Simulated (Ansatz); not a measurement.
Al₆GeH₂N₆ (slab)

Input

```
crystal:
  lattice:
    - [5.445568, 0.0, 0.0]
    - [-2.722784, 5.285196, 0.0]
    - [0.0, 0.0, 16.323963]
  atoms:
    - { symbol: Al, position: [0.6666667, 0.0, 0.0612596] }
    - { symbol: Al, position: [0.1054502, 0.5442337, 0.1072305] }
    - { symbol: "N", position: [0.4930197, 0.652706, 0.0962895] }
    - { symbol: "N", position: [0.9318032, 0.1969397, 0.1422604] }
    - { symbol: Al, position: [0.2109003, 0.0884673, 0.1532015] }
    - { symbol: Al, position: [0.6496838, 0.632701, 0.1991724] }
    - { symbol: "N", position: [0.0372533, 0.7411734, 0.1882313] }
    - { symbol: "N", position: [0.4760368, 0.285407, 0.2342022] }
    - { symbol: Al, position: [0.755134, 0.1769346, 0.2451433] }
    - { symbol: Al, position: [0.1939175, 0.7211683, 0.2911142] }
    - { symbol: "N", position: [0.581487, 0.8296407, 0.2801731] }
    - { symbol: "N", position: [0.0202705, 0.3738743, 0.326144] }
    - { symbol: Ge, position: [0.5808858, 0.812516, 0.399043] }
    - { symbol: H, position: [0.7961491, 1.0255027, 0.4574847] }
    - { symbol: H, position: [0.3656225, 0.5995293, 0.4574847] }
basis:
  ecutwfc: 420.0
kpoints:
  mp_grid: { grid: [2, 2, 1] }
hamiltonian:
  xc: pbesol
  pseudopotentials: { kind: paw, azcp: { folder: soft_1 } }
scf:
  occupations: { method: gaussian, width: 0.05 }
  lower_state_search: "off"
relax:
  f_tol: 0.03
  max_steps: 60
  adjacent_minimum: "off"
  constraints: [{ sites: [0] }]
output:
  write_density: true
  write_potential: true
  elf: true
  volumetric_format: npy
```

Run with:

```sh
ansatz run input.yaml --threads 1 --pin off --max-ram 3072MiB --backend cpu --events-out ev --progress --plain --runs-dir out
```

The fields are those of the run's last geometry, not of the input's.

PAW files of the earlier set (soft_1).

Theory: DFT PBEsol, scalar-relativistic, plane waves, PAW in Ansatz.

### Predict the valence pseudo-density and electron localisation function between the atoms.

Ge–H (1.53 Å): ρ at the midpoint is about 1 e/Å³; the ELF climbs to about 1 towards the hydrogen.
Al–N (1.78 Å): ρ at the midpoint is about 0.82 e/Å³; the ELF peaks at about 0.85 in the valence shell of N, 0.7 Å from its nucleus, and is about 0.85 at the midpoint.
Ge–N (1.88 Å): the density is about 0.88 e/Å³ at the midpoint; the ELF peaks at about 0.80 in the valence shell of N, 0.7 Å from its nucleus, and is about 0.65 at the midpoint.

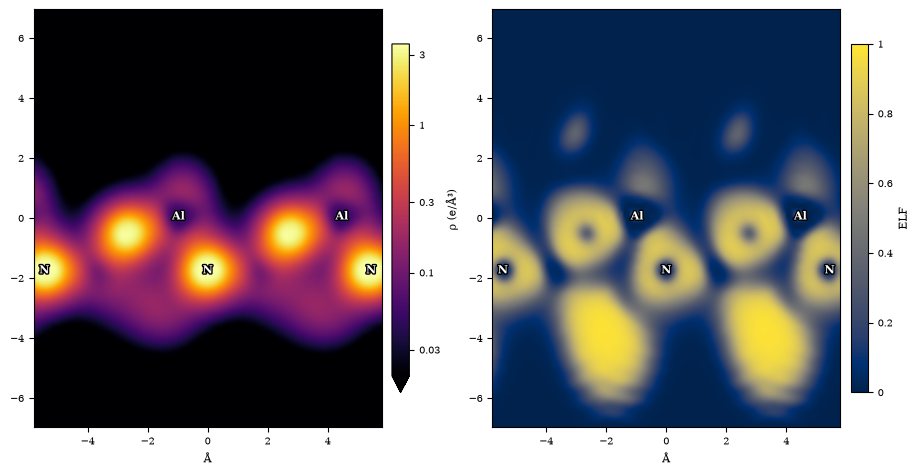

Computed valence pseudo-density and electron localisation function on the (010) plane of the calculation cell, a cut from vacuum to vacuum, in this order. Atoms just off the plane (Al, 0.6 Å away and N, 0.3 Å away) can leave unmarked features too.

The density is the valence pseudo-density of a PAW calculation; it isn't the true density close to the nuclei.
